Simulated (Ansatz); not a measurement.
**PH (SMILES [PH]): U-wB97X/cc-pVDZ**

Aim: the electronic atomisation energy of PH at U-wB97X/cc-pVDZ, from 3 runs. 

The calculation is run with Ansatz 0.2.0.

52 further runs of the same task are left out: 52 set aside as unsound or not needed.

## Step 1: The molecule

The species is PH (2 atoms), meant as a triplet with charge 0. SMILES: `[PH]`. Geometry: relaxed at PBE0-D4/def2-TZVP.

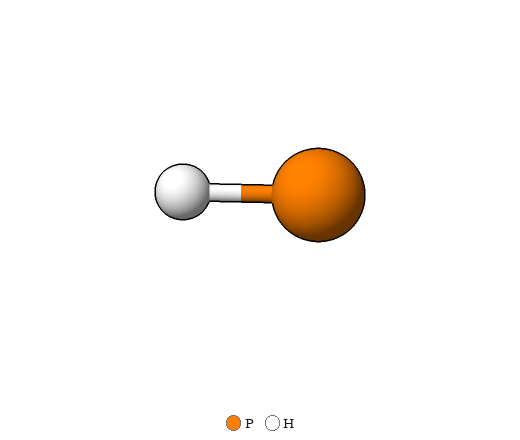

The structure, seen from a chosen angle (phosphorus orange, hydrogen white).

## Step 2: The energy at U-wB97X/cc-pVDZ

Contents of molecule.yaml:

```yaml
crystal:
  periodic: [false, false, false]
  atoms:
    - symbol: P
      position_ang: [-0.000000, -0.000000, -0.014610]
    - symbol: H
      position_ang: [0.000000, 0.000000, 1.413680]
basis:
  gaussian:
    orbitals: cc-pVDZ
magnetization:
  spin_polarized: true
  initial_magnetization: 2
hamiltonian:
  xc: {name: wB97X}
accuracy: high
```

The run is started by

```
$ ansatz run molecule.yaml --threads 1 --pin off --max-ram 3480MiB --events-out events.jsonl --progress --plain --runs-dir runs
```

The program printed:

```text
Warning: RAYON_NUM_THREADS=1 ignored (pool sized by the plan → 1); use --threads N
Functional definition: wB97X
  name "wB97X"
  parameter omega = 0.3/bohr
  parameter cx = 0.157706
  parameter cx1 = 0.726479
  parameter cx2 = 1.04760
  parameter cx3 = -5.70635
  parameter cx4 = 13.2794
  parameter css1 = -4.33879
  parameter css2 = 18.2308
  parameter css3 = -31.7430
  parameter css4 = 17.2901
  parameter cos1 = 2.37031
  parameter cos2 = -11.3995
  parameter cos3 = 6.58405
  parameter cos4 = -3.78132
  exchange = spin_sum(e_x_unif_sr(omega)*poly(b97_u_x, 1 - cx, cx1, cx2, cx3, cx4)) + cx*exact_x_sr(omega)
      + exact_x_lr(omega)
  correlation = spin_sum(e_c_pw_same_spin*poly(b97_u_same, 1, css1, css2, css3, css4))
      + integral(e_c_pw_opposite_spin*poly(b97_u_opposite, 1, cos1, cos2, cos3, cos4))
413 factors; integrals over basis functions are off by at most 3.6e-9 eV
130 factors; integrals over basis functions are off by at most 1.9e-9 eV
mean field evaluation 1: about -9302.5939 eV, gradient 3.1e0 eV
mean field evaluation 2: about -9302.6848 eV, gradient 9.0e-1 eV
mean field evaluation 4: about -9302.6964 eV, gradient 2.5e-1 eV
mean field evaluation 8: about -9302.6973 eV, gradient 5.8e-3 eV
mean field evaluation 16: about -9302.6973 eV, gradient 9.8e-8 eV
mean field -9302.69727259 eV, -341.8678191729 hartree, gradient 9.9e-8 eV, S^2 2.006497; 0 other end points of the search recorded, 0 dependent functions left out
reference -9302.69727167 eV, -341.8678191390 hartree; 9, 7 occupied and 14, 16 virtual orbitals, 413 factors
Total energy: -9302.69727167 eV, -341.8678191390 hartree
```

Run time: 3.3 s. Hardware: 1 thread of Arm Neoverse V2, shared host; peak memory 0.22 GiB.

## Step 3: The H atom, same level

Contents of input.yaml:

```yaml
basis:
  gaussian: {orbitals: cc-pVDZ}
crystal:
  periodic: [false, false, false]
  atoms:
    - symbol: H
      position_ang: [0.000000, 0.000000, 0.000000]
magnetization: {spin_polarized: true, initial_magnetization: 1}
hamiltonian: {xc: {name: wB97X}}
accuracy: high
```

Run the same way, it converges to -0.50060 Eh (log not shown).

## Step 4: The P atom

Contents of input.yaml:

```yaml
crystal:
  periodic: [false, false, false]
  atoms:
    - symbol: P
      position_ang: [0.000000, 0.000000, 0.000000]
basis:
  gaussian:
    orbitals: cc-pVDZ
magnetization:
  spin_polarized: true
  initial_magnetization: 3
hamiltonian:
  xc: {name: wB97X}
accuracy: high
```

Run the same way, it converges to -341.25043 Eh (log not shown).

## Step 5: What came out

At U-wB97X/cc-pVDZ:

| quantity | value |
| --- | --- |
| molecule: total energy | -341.86782 Eh |
| molecule: ⟨S²⟩ | 2.006 |
| H atom: total energy | -0.50060 Eh |
| H atom: ⟨S²⟩ | 0.750 |
| P atom: total energy | -341.25043 Eh |
| P atom: ⟨S²⟩ | 3.751 |
| electronic atomisation energy | 3.178 eV |

Taking the molecule apart into free atoms costs 3.18 eV (307 kJ/mol), before zero-point energy and without spin-orbit coupling.
